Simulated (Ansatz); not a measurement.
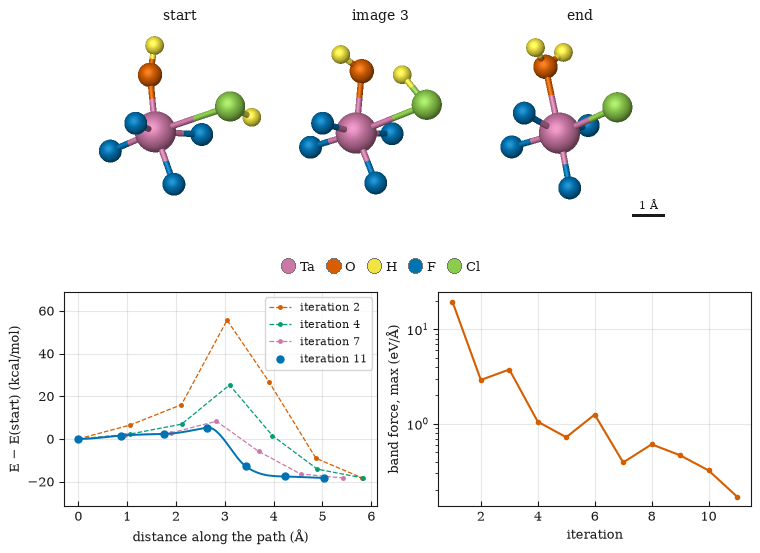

A nudged-elastic-band calculation for TaH2OClF4. Images are numbered from 0 (start) to 6 (end). The plot follows the band through its iterations. The picture is a ball-and-stick view, seen at a tilt.

Theory: RKS PBE0/def2-SVP in Ansatz 0.2.0. Run with 5 movable images; climbing image; force threshold 0.2 eV/Å; iteration limit 60; starting path through a guess of the saddle point.

Did the band converge, and can the barrier be trusted?

The run met only a loose threshold, so the barrier can't be trusted yet. The band converged in 11 iterations. The largest component of the band force went from 20 to 0.17 eV/Å. The climbing image converged on the top of the path. Its curvatures weren't checked. The force threshold is so loose that the height of the top is at best an upper bound. The first iteration put the highest image at 126.4 kcal/mol. The energy climbs by 5.3 kcal/mol to image 3 and then falls by 23.5 kcal/mol, so the end point sits at −18.3 kcal/mol.

The run took 2.9 min on 4 threads of Arm Neoverse V2, on a shared host, peak memory 0.36 GiB.
